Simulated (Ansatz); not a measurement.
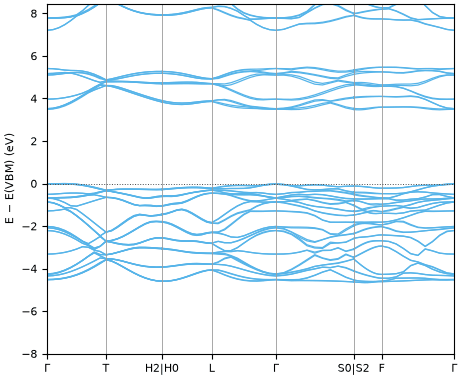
Figure. Band structure from PBEsol with spin–orbit coupling (plane waves, PAW; program Ansatz)

The gap is 3.46 eV; an edge lies off the plotted path or next to a special point (maximum on the Γ–T line, 29 % of the way from Γ, minimum off the standard path).

The material is LiNbO3 in space group R3c (No. 161; Li on 6a, Nb on 6a, O on 18b).

Symmetry was held in the PBEsol relaxation. The run is not spin-polarised.

Potentials: the later of the program's two PAW sets.
